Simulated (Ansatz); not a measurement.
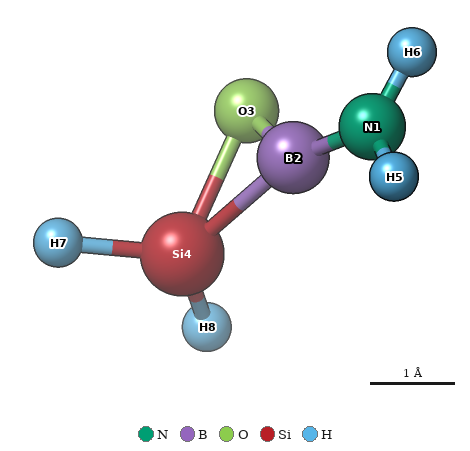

Fig. 1: The structure as given in the input (ball-and-stick view, seen at a tilt; atoms are numbered from 1 in the order of the input).

# Run report: BSiNH₄O, nudged elastic band

The run: nudged elastic band of BSiNH₄O, SMILES NB1O[SiH2]1. Method and program: RKS PBE0-D4/6-31G (Ansatz 0.2.0).

It belongs to a series of runs on one base structure; here: band between the two ends. Figures and captions count atoms from 1; the log counts them from 0 in places.

**Input file**
```yaml
crystal:
  periodic: [false, false, false]
  atoms:
    - { symbol: "N", position_ang: [-0.566399, 1.593962, -0.435739] }
    - { symbol: B, position_ang: [-0.076633, 0.392402, 0.054099] }
    - { symbol: O, position_ang: [0.438157, -0.064495, 1.242754] }
    - { symbol: Si, position_ang: [0.423944, -1.500019, 0.006909] }
    - { symbol: H, position_ang: [-0.904726, 1.696353, -1.377155] }
    - { symbol: H, position_ang: [-0.605495, 2.425779, 0.134711] }
    - { symbol: H, position_ang: [1.825032, -1.992202, -0.211641] }
    - { symbol: H, position_ang: [-0.44178, -2.608881, 0.530361] }
basis:
  gaussian: { orbitals: "6-31G" }
hamiltonian:
  xc: pbe0
  dispersion: d4
neb:
  order_check: false
  images: 5
  f_tol: 0.05
  max_iterations: 60
  initial_path: idpp
  final_atoms:
    - { symbol: "N", position_ang: [-0.56650231, 1.59359441, -0.43546514] }
    - { symbol: B, position_ang: [-0.07555483, 0.39250059, 0.05482349] }
    - { symbol: O, position_ang: [0.4382403, -0.06443798, 1.24442044] }
    - { symbol: Si, position_ang: [0.42467981, -1.49975506, 0.00728477] }
    - { symbol: H, position_ang: [-0.60819613, 2.42637878, 0.13341999] }
    - { symbol: H, position_ang: [-0.90313285, 1.69467634, -1.37773896] }
    - { symbol: H, position_ang: [1.82550263, -1.99213386, -0.21132423] }
    - { symbol: H, position_ang: [-0.44293662, -2.60792422, 0.52887864] }
```

Launch command:
```bash
ansatz run input.yaml --threads 1 --pin off --max-ram 2048MiB --backend cpu --events-out ev --progress --plain --runs-dir out
```

**Output**
```
Engine: ansatz 0.2.0, aarch64-unknown-linux-gnu
Functional definition: PBE0
  parameter a = 0.25
  parameter kappa = 0.804
  parameter beta = 0.06672455060314922
  exchange = (1 - a)*pbe_x(kappa = kappa, mu = beta*pi^2/3) + a*exact_x
  correlation = pbe_c(beta = beta)
646 factors; integrals over basis functions are off by at most 1.8e-4 eV
mean field evaluation 1: about -12139.1542 eV, gradient 6.1e1 eV
mean field evaluation 2: about -12113.7920 eV, gradient 1.2e2 eV
mean field evaluation 4: about -12146.4203 eV, gradient 7.4e0 eV
mean field evaluation 8: about -12146.5827 eV, gradient 5.6e-2 eV
mean field -12146.58268951 eV, -446.3786805900 hartree, gradient 6.5e-5 eV, S^2 0.000000; 0 other end points of the search recorded, 0 dependent functions left out
the calculation of the forces begins
reference -12146.58271371 eV, -446.3786814794 hartree; 19, 19 occupied and 29, 29 virtual orbitals, 646 factors
646 factors; integrals over basis functions are off by at most 1.8e-4 eV
mean field evaluation 16: about -12139.1521 eV, gradient 6.1e1 eV
mean field -12146.58269117 eV, -446.3786806510 hartree, gradient 6.5e-5 eV, S^2 0.000000; 0 other end points of the search recorded, 0 dependent functions left out
[... from here on the field's lines of each further geometry are left out, up to the last ...]
NEB iter   1: max|band force component| = 1.122e0 eV/Å  barrier→ = 0.7709 eV  barrier← = 0.7709 eV  Δτ_max = 0.0892 Å  (172 SCF iters)
NEB iter   2: max|band force component| = 7.422e-1 eV/Å  barrier→ = 0.7152 eV  barrier← = 0.7152 eV  Δτ_max = 0.0438 Å  (148 SCF iters)
NEB iter   3: max|band force component| = 2.585e-1 eV/Å  barrier→ = 0.6862 eV  barrier← = 0.6862 eV  CI = image 3  Δτ_max = 0.0481 Å  (155 SCF iters)
NEB iter   4: max|band force component| = 2.304e-1 eV/Å  barrier→ = 0.6765 eV  barrier← = 0.6765 eV  CI = image 3  Δτ_max = 0.0393 Å  (146 SCF iters)
NEB iter   5: max|band force component| = 1.103e-1 eV/Å  barrier→ = 0.6737 eV  barrier← = 0.6738 eV  CI = image 3  Δτ_max = 0.0162 Å  (147 SCF iters)
the calculation of the forces begins
reference -12146.44589317 eV, -446.3736534174 hartree; 19, 19 occupied and 29, 29 virtual orbitals, 646 factors
646 factors; integrals over basis functions are off by at most 1.8e-4 eV
mean field evaluation 352: about -12145.9105 eV, gradient 2.7e-3 eV
mean field -12145.91054084 eV, -446.3539795819 hartree, gradient 1.6e-5 eV, S^2 0.000000; 1 other end points of the search recorded, 0 dependent functions left out
the calculation of the forces begins
reference -12145.91056472 eV, -446.3539804594 hartree; 19, 19 occupied and 29, 29 virtual orbitals, 646 factors
NEB iter   6: max|band force component| = 3.855e-2 eV/Å  barrier→ = 0.6725 eV  barrier← = 0.6725 eV  CI = image 3  Δτ_max = 0.0000 Å  (251 SCF iters)
```

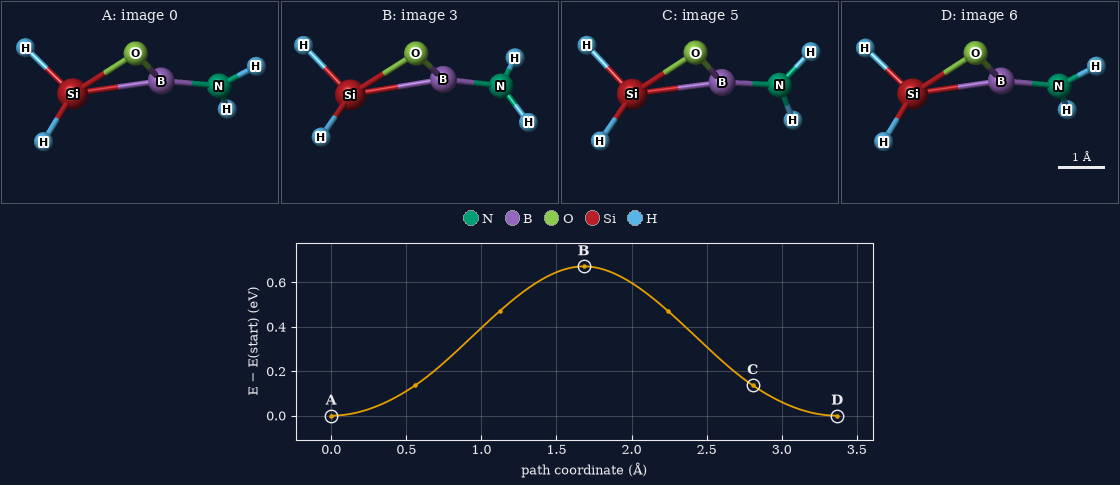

Fig. 2: Images of the last band (counted from 0; ball-and-stick, seen at a tilt) above the energy along the path; the line is a cubic interpolation that uses the forces. The highest image is number 3, 0.673 eV above the start and 0.673 eV above the end (the climbing image); start and end have the same energy. The path is 3.37 Å long. The band converged in 6 iterations.

```
Total energy: -12146.02275154 eV, -446.3581032490 hartree
Atom 0 at    -0.611050     1.633433    -0.438360 Å, force    -0.030487    -0.038575     0.005643 eV/Å
Atom 1 at    -0.153887     0.419652     0.108515 Å, force     0.011995     0.017090     0.003147 eV/Å
Atom 2 at     0.042002    -0.192588     1.277664 Å, force    -0.004432     0.003858    -0.004424 eV/Å
Atom 3 at     0.592683    -1.488020    -0.073346 Å, force     0.005137    -0.003961     0.009169 eV/Å
Atom 4 at    -1.565950     1.754061    -0.735292 Å, force     0.009562     0.019023    -0.006229 eV/Å
Atom 5 at     0.011396     2.386250    -0.681593 Å, force     0.009724     0.000510     0.002102 eV/Å
Atom 6 at     2.013574    -1.849905     0.287366 Å, force     0.004876     0.003668    -0.008097 eV/Å
Atom 7 at    -0.236668    -2.719983     0.199345 Å, force    -0.006375    -0.001614    -0.001311 eV/Å
Dipole moment:    -0.114953     0.335250    -0.499203 e Å
this run last wrote the band of iteration 6 to [file]
```

**The last band as extended XYZ (Å, eV, eV/Å)**
```
8
Properties=species:S:1:pos:R:3:forces:R:3 image=0 energy=-12146.69526
N    -0.5664    1.5940   -0.4357    0.0037   0.0003   0.0063
B    -0.0766    0.3924    0.0541   -0.0032  -0.0057  -0.0087
O     0.4382   -0.0645    1.2428    0.0040  -0.0017   0.0094
Si    0.4239   -1.5000    0.0069    0.0017  -0.0064   0.0015
H    -0.9047    1.6964   -1.3772   -0.0004   0.0010  -0.0039
H    -0.6055    2.4258    0.1347   -0.0036   0.0069  -0.0021
H     1.8250   -1.9922   -0.2116   -0.0026   0.0031  -0.0016
H    -0.4418   -2.6089    0.5304    0.0005   0.0026  -0.0009
8
Properties=species:S:1:pos:R:3:forces:R:3 image=1 energy=-12146.55811
N    -0.5794    1.5983   -0.4431   -0.0090  -0.0349  -0.0240
B    -0.1523    0.3789    0.0737    0.0296  -0.0038   0.0157
O     0.3419   -0.0898    1.2597    0.0944   0.0675  -0.0354
Si    0.4446   -1.5018   -0.0088   -0.0327  -0.0153   0.0529
H    -1.1887    1.6656   -1.2398    0.1935  -0.0278  -0.2038
H    -0.2950    2.4819   -0.0494   -0.1998   0.0022   0.2382
H     1.8942   -1.8993   -0.0516   -0.0346  -0.0107  -0.1458
H    -0.3733   -2.6909    0.4036   -0.0413   0.0229   0.1023
8
Properties=species:S:1:pos:R:3:forces:R:3 image=2 energy=-12146.22480
N    -0.6005    1.6160   -0.4398   -0.0273  -0.0648  -0.0264
B    -0.1745    0.3927    0.0952   -0.0173  -0.0148  -0.0064
O     0.2148   -0.1352    1.2735    0.1828   0.0956  -0.0079
Si    0.5052   -1.5020   -0.0526   -0.0689  -0.0278   0.0532
H    -1.4244    1.6903   -1.0108    0.1397  -0.0789  -0.3278
H    -0.0825    2.4726   -0.3336   -0.1221   0.0910   0.3606
H     1.9583   -1.8676    0.1283   -0.0367   0.0064  -0.1617
H    -0.3043   -2.7239    0.2841   -0.0502  -0.0067   0.1164
8
Properties=species:S:1:pos:R:3:forces:R:3 image=3 energy=-12146.02273
N    -0.6110    1.6334   -0.4384   -0.0305  -0.0386   0.0056
B    -0.1539    0.4197    0.1085    0.0120   0.0171   0.0031
O     0.0420   -0.1926    1.2777   -0.0044   0.0039  -0.0044
Si    0.5927   -1.4880   -0.0733    0.0051  -0.0040   0.0092
H    -1.5659    1.7541   -0.7353    0.0096   0.0190  -0.0062
H     0.0114    2.3862   -0.6816    0.0097   0.0005   0.0021
H     2.0136   -1.8499    0.2874    0.0049   0.0037  -0.0081
H    -0.2367   -2.7200    0.1993   -0.0064  -0.0016  -0.0013
8
Properties=species:S:1:pos:R:3:forces:R:3 image=4 energy=-12146.22435
N    -0.6084    1.6020   -0.4800    0.0043  -0.0331  -0.0146
B    -0.1203    0.4150    0.0832    0.0468   0.0007  -0.0041
O    -0.1272   -0.2346    1.2657   -0.1949  -0.0724  -0.0264
Si    0.6661   -1.4412   -0.0083    0.0674   0.0462   0.0437
H    -1.5795    1.8641   -0.4281    0.0196   0.1674   0.3536
H    -0.0326    2.2267   -1.0167   -0.0056  -0.1687  -0.3241
H     2.0636   -1.7969    0.4180    0.0315   0.0304   0.1208
H    -0.1694   -2.6922    0.1104    0.0310   0.0295  -0.1490
8
Properties=species:S:1:pos:R:3:forces:R:3 image=5 energy=-12146.55824
N    -0.6194    1.5624   -0.5126    0.0075  -0.0127  -0.0084
B    -0.1308    0.3898    0.0555   -0.0056  -0.0207  -0.0152
O    -0.2437   -0.2631    1.2514   -0.1082  -0.0409  -0.0195
Si    0.7096   -1.3979    0.0610    0.0244   0.0271   0.0435
H    -1.4507    2.0181   -0.1689    0.1321   0.1503   0.2377
H    -0.1815    2.0156   -1.2955   -0.0969  -0.1684  -0.2064
H     2.0920   -1.7079    0.5574    0.0036   0.0492   0.1053
H    -0.0833   -2.6742   -0.0040    0.0430   0.0161  -0.1371
8
Properties=species:S:1:pos:R:3:forces:R:3 image=6 energy=-12146.69526
N    -0.5676    1.5931   -0.4360    0.0039  -0.0018  -0.0029
B    -0.0758    0.3925    0.0547   -0.0029   0.0014   0.0073
O     0.4384   -0.0637    1.2444   -0.0015  -0.0039  -0.0113
Si    0.4256   -1.4995    0.0078   -0.0008   0.0017   0.0061
H    -0.6097    2.4260    0.1326   -0.0001   0.0010   0.0029
H    -0.9043    1.6936   -1.3783   -0.0002  -0.0001  -0.0014
H     1.8268   -1.9910   -0.2108   -0.0006   0.0011  -0.0003
H    -0.4412   -2.6080    0.5298    0.0022   0.0005  -0.0004
```

**Results in brief**

| quantity | value |
| --- | --- |
| outcome | converged |
| barrier, forward | 0.672 eV |
| barrier, backward | 0.672 eV |
| hardware | 1 thread of Arm Neoverse N1, 24 GiB of memory available, shared host |
| wall time | 1.9 min |
| peak memory | 0.11 GiB |

The order of the saddle point was not checked.
